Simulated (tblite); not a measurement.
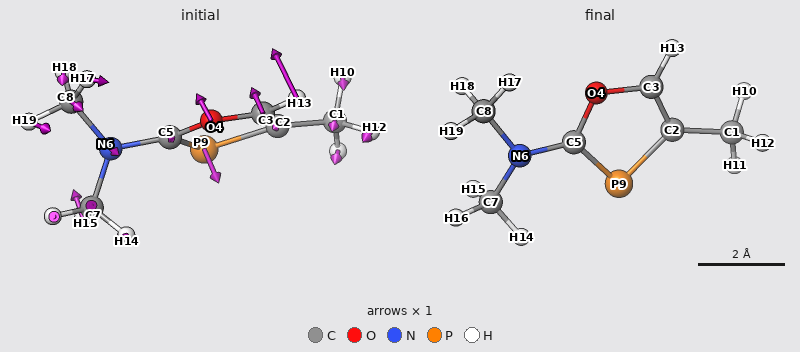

The structure of C$_{6}$H$_{10}$NOP before (left) and after (right) a relaxation, at one scale. The purple arrows give the displacements, at their true length.

The picture is a ball-and-stick view, seen at a tilt.

Theory: GFN2-xTB geometry optimisation, gas phase (tblite). 

> Describe what moved and what it gained.

The atom that moves furthest after the best rigid fit is H13 (1.51 Å). Largest moves by element: H 1.51 Å, P 1.04 Å, O 0.80 Å, C 0.79 Å, N 0.30 Å. Some distances before and after: C5–P9 1.882 → 1.734 Å, C2–P9 1.914 → 1.785 Å, O4–C5 1.221 → 1.340 Å, C3–O4 1.259 → 1.355 Å. Among the angles between lasting bonds that change: O4–C5–N6 140.7° → 116.9°, C3–O4–C5 131.2° → 110.8°, O4–C5–P9 100.6° → 115.6°. Groups turn about C1–C2 by about 40°. The energy falls by 59.1 kcal/mol in 122 geometry steps. The run took 0.97 s on 1 thread of Arm Neoverse V1, on a shared host.
